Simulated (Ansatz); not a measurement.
**WO3 under a change: O → Te**

The parent structure is WO3 (space group P6/mmm, No. 191; a = 7.390 Å, c = 3.800 Å).

The change: every O is replaced by Te; the structure is relaxed again.

Method: PBEsol (Ansatz, a first-principles code; PAW; 420 eV plane waves; spin-orbit coupling left out), earlier PAW set. Settings: 5×5×7 k-points, 0.05 eV Fermi–Dirac smearing, for the changed cell.

The volume per atom rises by 24.99 Å³ to 39.97 Å³ and the density decreases by 0.54 g/cm³ (6.43 g/cm³ → 5.89 g/cm³). The lattice parameter a increases by 2.875 Å, from 7.390 Å to 10.265 Å and the c/a ratio falls by 0.002 (0.514 → 0.512). The space group remains P6/mmm (No. 191) and the shortest interatomic distance rises by 0.728 Å to 2.628 Å. The band gap changes from 0.62 eV to zero.

Final structure:

```yaml
crystal:
  lattice:
    - [10.26523, 0.00000, 0.00000]
    - [-5.13261, 8.88995, 0.00000]
    - [0.00000, 0.00000, 5.25604]
  atoms:
    - { symbol: W, position: [0.50000, 0.50000, 0.00000] }
    - { symbol: W, position: [0.00000, 0.50000, 0.00000] }
    - { symbol: W, position: [0.50000, 0.00000, 0.00000] }
    - { symbol: Te, position: [0.20766, 0.41532, 0.00000] }
    - { symbol: Te, position: [0.79234, 0.58468, 0.00000] }
    - { symbol: Te, position: [0.79234, 0.20766, 0.00000] }
    - { symbol: Te, position: [0.20766, 0.79234, 0.00000] }
    - { symbol: Te, position: [0.58468, 0.79234, 0.00000] }
    - { symbol: Te, position: [0.41532, 0.20766, 0.00000] }
    - { symbol: Te, position: [0.00000, 0.50000, 0.50000] }
    - { symbol: Te, position: [0.50000, 0.00000, 0.50000] }
    - { symbol: Te, position: [0.50000, 0.50000, 0.50000] }
```

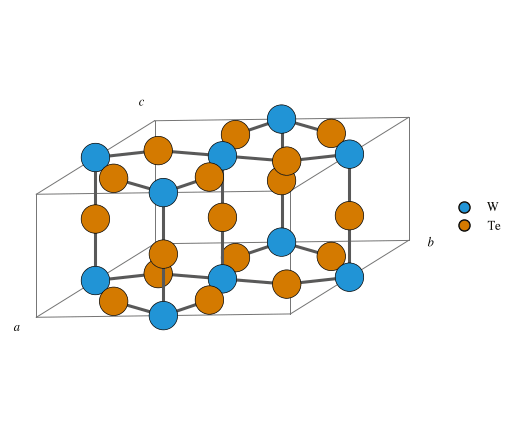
Fig. 1. The relaxed conventional cell after the change

Cost of the whole job for the changed cell (relaxation, final SCF and bands): roughly 6 core-minutes.

With W present, leaving out spin-orbit coupling can change the band edges. Stability against distortions was not tested. As relaxed here, WTe3 is a hypothetical phase, not in the database extracts checked. The final runs are not spin-polarised. WTe3 has a high density of states at the Fermi level and may be magnetic at this level.
